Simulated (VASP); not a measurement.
Band structure of BaTiO₃ (tetragonal perovskite). These are PBE GGA, VASP's PBE PAW potentials (set 64) (plane waves; VASP) values and carry that method's errors.

Unless said otherwise, spin-orbit coupling is left out, though it shifts the bands of the heavy elements here.

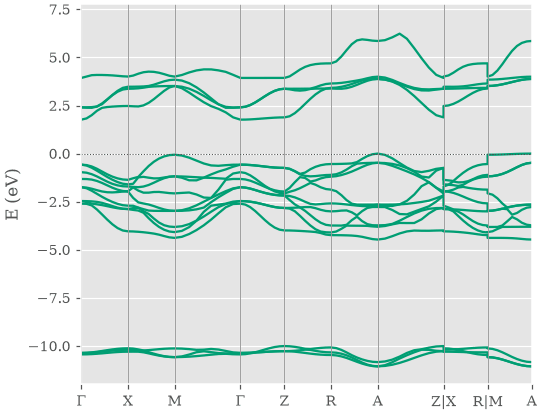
Figure: Bands along high-symmetry lines, zero at the valence-band maximum or, without a gap, the Fermi level

Task: Read the plot: is there a gap, and where are the band edges?

Result: The gap is indirect, 1.77 eV, from the valence maximum at A to the conduction minimum at Γ. (Edges off the drawn lines would not show.)

The compound is BaTiO3 in the tetragonal perovskite structure. It was relaxed first.
